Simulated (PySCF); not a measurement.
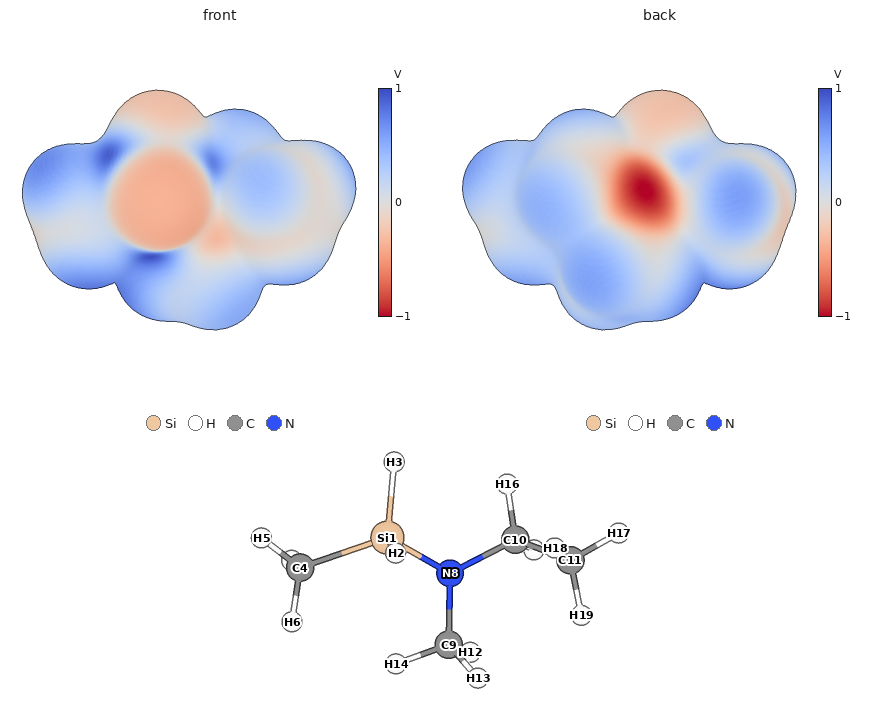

Figure 1: C₄H₁₃NSi (SMILES [H][Si]([H])(C)N(C)CC). The molecular electrostatic potential painted on the density surface at 0.002 e/bohr³, seen from the front and from behind; red is negative and blue positive. The bare structure is drawn below in the same view.

Geometry: PBE0-D3(BJ)/def2-SVP.

Theory: PBE0/pcSseg-1, SCF density, gas phase, non-relativistic in PySCF 2.14.0.

Input

```
{"job": {"kind": "nmr", "xc": "PBE0", "basis": "pcSseg-1"}, "charge": 0, "multiplicity": 1}
Si     0.658304     1.286080     0.241168
H      1.501185     1.070069     1.471554
H      1.600244     1.608560    -0.876294
C     -0.489503     2.725808     0.598038
H      0.110146     3.635606     0.760258
H     -1.087039     2.561336     1.507831
H     -1.175013     2.909378    -0.243155
N     -0.238970    -0.113281    -0.275388
C     -1.447060    -0.519887     0.398248
C      0.389444    -1.134546    -1.087384
C      1.055378    -2.264879    -0.310616
H     -2.150235    -0.985204    -0.317348
H     -1.286638    -1.248139     1.218516
H     -1.960728     0.350672     0.833663
H     -0.372153    -1.559194    -1.770730
H      1.139127    -0.649204    -1.735075
H      1.496992    -3.005029    -0.996033
H      1.858483    -1.878304     0.336640
H      0.335266    -2.796383     0.330710
```

Launched as:

```sh
OMP_NUM_THREADS=1 python probes_run.py task.json out
```

> Describe the electrostatic potential map.

The most negative region (about −1.0 V, or −23 kcal/mol for a unit charge) lies over N8, the most positive (about +0.8 V, or +18 kcal/mol for a unit charge) over Si1.

> What dipole moment does the calculation give?

Its dipole moment is 0.85 D.
